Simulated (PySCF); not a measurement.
## Electronic structure of C$_{6}$H$_{11}$NSi (SMILES N#C[C@H]1CCCC[SiH2]1) in real space

```yaml
atoms:
  - { symbol: N, position_ang: [2.1335, -0.0775, 2.4290] }
  - { symbol: C, position_ang: [1.9103, -0.0313, 1.2921] }
  - { symbol: C, position_ang: [1.5613, 0.0290, -0.1157] }
  - { symbol: C, position_ang: [0.9627, -1.3047, -0.6175] }
  - { symbol: C, position_ang: [-0.3497, -1.6941, 0.0610] }
  - { symbol: C, position_ang: [-1.5204, -0.7510, -0.2180] }
  - { symbol: C, position_ang: [-1.3149, 0.6748, 0.3098] }
  - { symbol: Si, position_ang: [0.2658, 1.4180, -0.3819] }
  - { symbol: H, position_ang: [2.4746, 0.2737, -0.6834] }
  - { symbol: H, position_ang: [0.8056, -1.2163, -1.7066] }
  - { symbol: H, position_ang: [1.7042, -2.1073, -0.4747] }
  - { symbol: H, position_ang: [-0.1840, -1.7639, 1.1510] }
  - { symbol: H, position_ang: [-0.6221, -2.7088, -0.2702] }
  - { symbol: H, position_ang: [-1.7018, -0.7179, -1.3078] }
  - { symbol: H, position_ang: [-2.4351, -1.1786, 0.2251] }
  - { symbol: H, position_ang: [-1.2257, 0.6651, 1.4106] }
  - { symbol: H, position_ang: [-2.1814, 1.3132, 0.0724] }
  - { symbol: H, position_ang: [0.1657, 1.6315, -1.8602] }
  - { symbol: H, position_ang: [0.6875, 2.6828, 0.2866] }
```

Geometry: PBE0-D3(BJ)/def2-SVP.

Level of theory: B3LYP/def2-SVPD, SCF density, gas phase in PySCF 2.14.0.

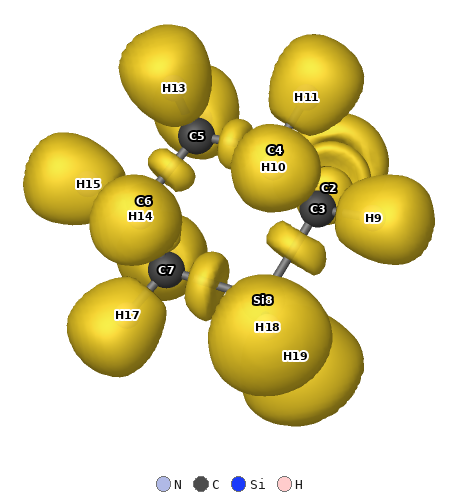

Figure 1. Isosurface of the electron localisation function at 0.8 (yellow), seen at an oblique angle. Core shells and regions of very low density are left out.

Q: What do the ELF domains correspond to?

A: The ELF exceeds this value in five regions between bonded C–C atoms (shared pairs), one region between bonded C–N atoms (shared pairs), two regions between bonded C–Si atoms (shared pairs), eleven regions around hydrogen nuclei and one lobe on N, pointing away from the bonds (lone pairs).


C–N (1.16 Å): the ELF peaks at about 0.85 between the atoms; a multiple bond. C–C (1.45 Å): the ELF peaks at about 0.95 between the atoms (a covalent bond).

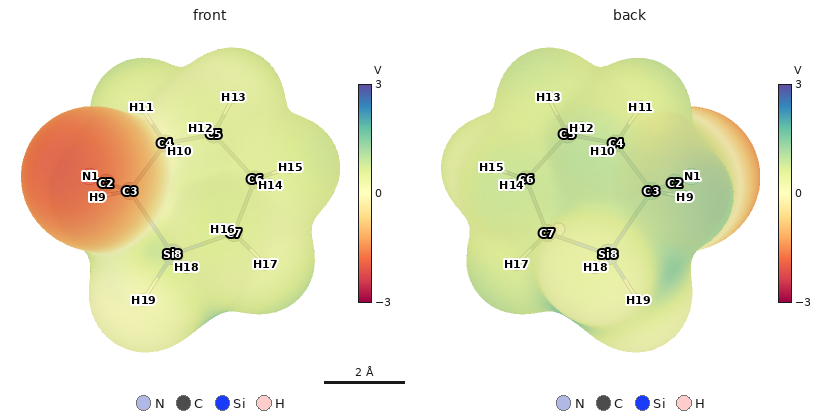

Figure 2. The molecular electrostatic potential painted on the density surface at 0.002 e/bohr³, seen from the front and from behind; red is negative and blue positive.

Q: Where is the surface potential most negative and most positive?

A: The most negative region (about −2.0 V) lies over N1, the most positive (about +1.3 V) over Si8. N1 is the likeliest acceptor of a hydrogen bond.

Q: How polar is the molecule by this calculation?

A: Its dipole moment is 4.09 D.

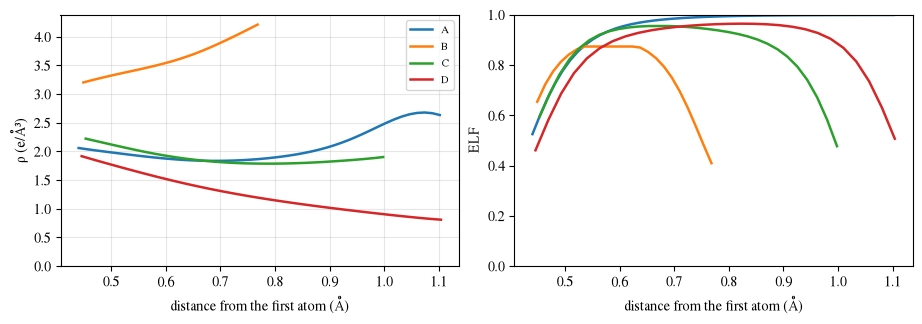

Figure 3. Electron density and ELF along straight lines between neighbouring atoms. The curves leave out the atomic cores.

Q: Which curve belongs to which contact (C–C, C–H, C–N and C–Si)? The first atom named is at distance zero.

A: Curve A: C–H (1.10 Å): ρ at the midpoint is about 1.9 e/Å³; the ELF climbs to about 1 towards the hydrogen, as it does in any bond to H; an ordinary covalent bond to hydrogen. Curve B: C–N (1.16 Å): ρ is about 3.5 e/Å³ halfway; the ELF peaks at about 0.85 between the atoms: a short, multiple covalent bond. Curve C: C–C (1.45 Å): ρ is about 1.8 e/Å³ halfway; the ELF peaks at about 0.95 between the atoms: localised, covalent bonding. Curve D: C–Si (1.88 Å): the density is about 0.97 e/Å³ at the midpoint; the ELF peaks at about 0.95 between the atoms: a covalent bond.
